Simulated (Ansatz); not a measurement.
C4H6GeS2 (SMILES [SH][GeH2][c]1cccs1)

Input

```
basis:
  gaussian:
    orbitals: def2-SVPD
crystal:
  periodic: [false, false, false]
  atoms:
    - {symbol: C, position_ang: [-0.177787, -0.633391, 0.723287]}
    - {symbol: C, position_ang: [0.859285, -1.267322, 1.372547]}
    - {symbol: C, position_ang: [1.771293, -1.901643, 0.485378]}
    - {symbol: C, position_ang: [1.417083, -1.742126, -0.829807]}
    - {symbol: Ge, position_ang: [-1.642310, 0.328724, 1.540503]}
    - {symbol: S, position_ang: [-0.995076, 0.964600, 3.576548]}
    - {symbol: S, position_ang: [-0.019469, -0.818839, -0.984849]}
    - {symbol: H, position_ang: [0.046734, 1.695039, 3.121383]}
    - {symbol: H, position_ang: [-2.029689, 1.534030, 0.665270]}
    - {symbol: H, position_ang: [-2.867069, -0.564877, 1.790323]}
    - {symbol: H, position_ang: [0.957038, -1.263914, 2.460076]}
    - {symbol: H, position_ang: [2.657053, -2.451954, 0.806000]}
    - {symbol: H, position_ang: [1.929784, -2.116733, -1.715314]}
hamiltonian:
  xc: pbe0
output: {forces: true, orbitals: {seedname: orbitals}}
```

Command:

```sh
ansatz run input.yaml --threads 4 --pin off --max-ram 7830MiB --events-out events.jsonl --progress --plain --runs-dir runs
```

Geometry: PBE0-D3(BJ)/def2-SVP.

Computed with isolated molecule in a Gaussian basis; Kohn-Sham density functional theory, functional PBE0 (Ansatz 0.2.0).

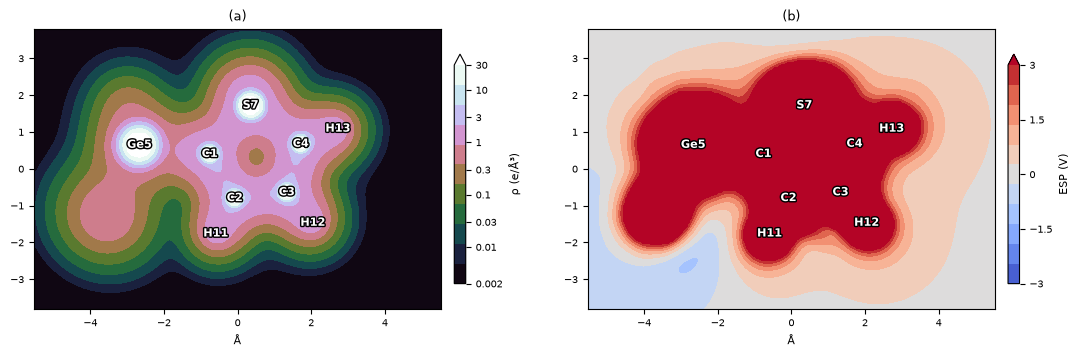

Figure 1. (a) electron density; (b) electrostatic potential on the plane of atoms C2, C1 and S7.

Q: Read the bonding off the picture.

A: The plane passes through C, Ge, S and H nuclei. C–C (1.37 Å): ρ at the midpoint is about 2.1 e/Å³. C–S (1.71 Å): ρ at the midpoint is about 1.5 e/Å³. C–Ge (1.93 Å): ρ at the midpoint is about 0.9 e/Å³. C–H (1.09 Å): ρ at the midpoint is about 2 e/Å³. C–C (1.42 Å): the density is about 2 e/Å³ at the midpoint. Outside the dense part of the molecule the potential is most negative (−0.9 V) near S6, which lies off the plane.

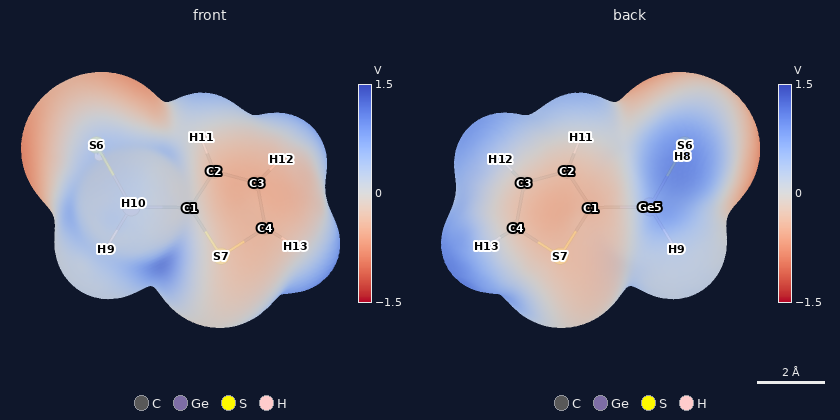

Figure 2. The electrostatic potential painted on the density surface at 0.001 e/bohr³, seen from the front and from behind; red is negative and blue positive.

Q: Which sites attract a positive test charge, and which a negative one?

A: A positive charge is drawn to the negative regions and a negative charge to the positive ones. The most negative region (about −0.8 V) lies over S6, the most positive (about +1.0 V) over Ge5, H8 and H13.

Q: How polar is the molecule by this calculation?

A: Its dipole moment is 1.59 D.

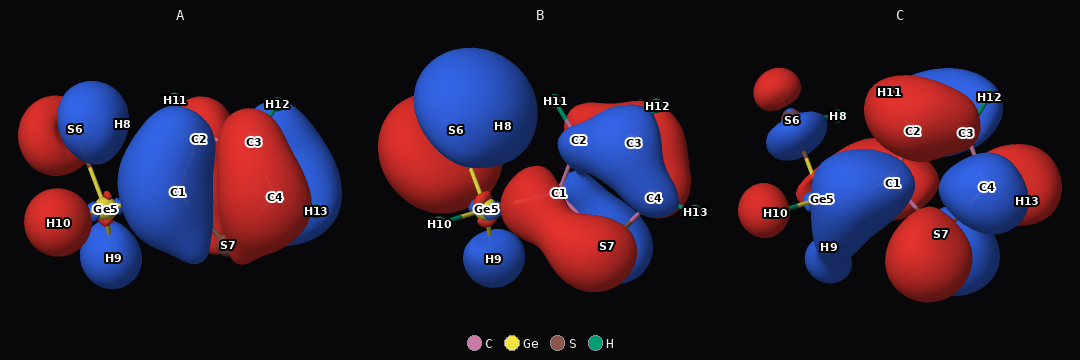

Figure 3. Three frontier orbitals at ±0.06 Å⁻³ᐟ² (red and blue are the two phases), in no order.

Q: Order the three orbitals by energy and name them.

A: B is the HOMO−1 (−7.46 eV). It lies mainly on S6 (about 60 %), S7 (about 10 %), C3 (about 10 %) and Ge5 (about 5 %). A is the HOMO (−7.09 eV). It lies mainly on C1 (about 25 %), C4 (about 25 %), C2 (about 10 %), C3 (about 10 %) and S6 (about 5 %). C is the LUMO (−0.96 eV). By Hirshfeld shares it lies mainly on S7 (about 20 %), C4 (about 20 %), C1 (about 20 %), C2 (about 15 %), Ge5 (about 10 %) and C3 (about 10 %).

Q: What is the HOMO–LUMO gap?

A: 6.13 eV between the orbital energies.

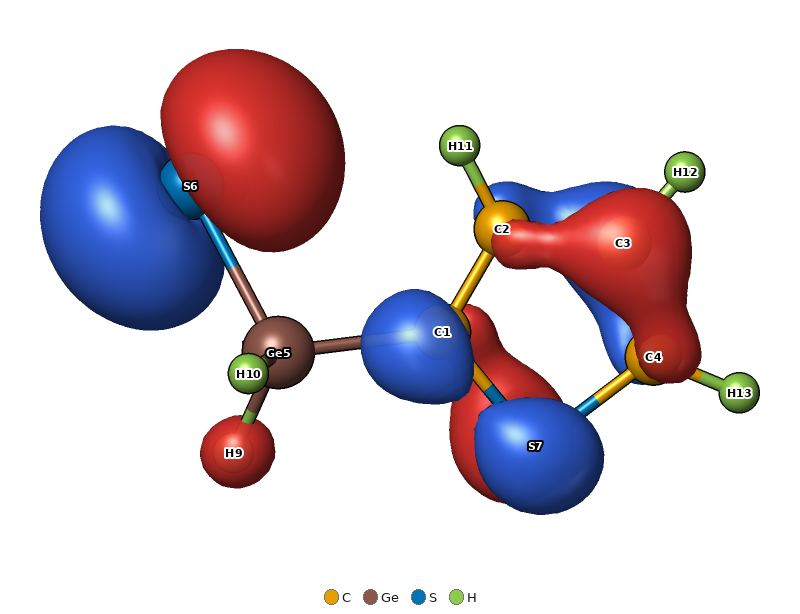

Figure 4. The HOMO−1 at ±0.1 Å⁻³ᐟ² (blue and red are the two phases), seen at a tilt.

Q: Describe this orbital and give its energy.

A: It lies mainly on S6 (about 60 %), S7 (about 10 %), C3 (about 10 %) and Ge5 (about 5 %). Its energy is −7.46 eV.
